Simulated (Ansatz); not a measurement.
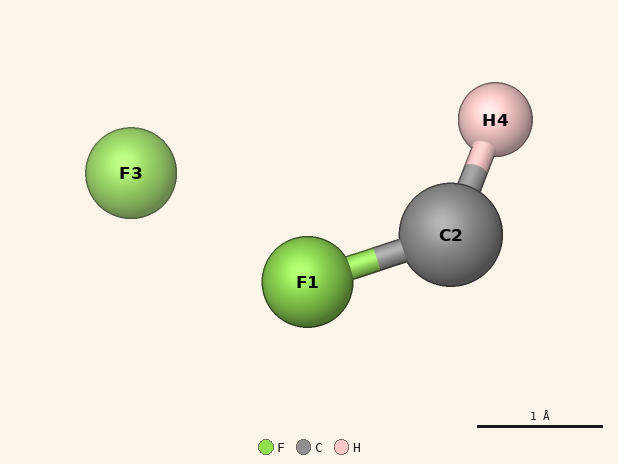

Orthographic view. Depth is shown by fading: the farther an atom, the more it takes the colour of the background. Charge +1, singlet. The computed structure is the end point of a PBE-D4/def2-SVP optimisation. No frequency run is at hand to confirm it as a minimum.

Give the distance matrix in Å.

```
atom    F1    C2    F3    H4
  F1  0.00                  
  C2  1.21  0.00            
  F3  1.84  2.70  0.00      
  H4  2.09  1.14  2.95  0.00
```
